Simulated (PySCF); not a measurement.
Cd(Me)(NH2), CH5CdN, SMILES [CH3][Cd][NH2] at its CAM-B3LYP/def2-SVP optimised geometry (Å):

```
8

Cd     0.0156    -0.3518     0.0000
C     -2.0754    -0.2157     0.0000
H     -2.5031    -0.8238     0.8102
H     -2.4859    -0.5834    -0.9517
H     -2.4055     0.8238     0.1379
N      2.0171    -0.3518     0.0000
H      2.5019    -0.6639    -0.8379
H      2.5031    -0.7480     0.8009
```

Level of theory: CAM-B3LYP/def2-TZVP, def2 effective core potentials past Kr run with PySCF. The core electrons that the potentials of Cd replace are not part of the density. Cells within 0.4 Å of a nucleus heavier than hydrogen are left out (blank, or x).

Map of the electron localisation function on the plane z = 0.0 Å:

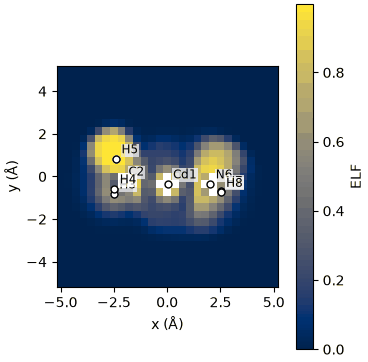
Figure: Electron localisation function on the plane z = 0.0 Å.
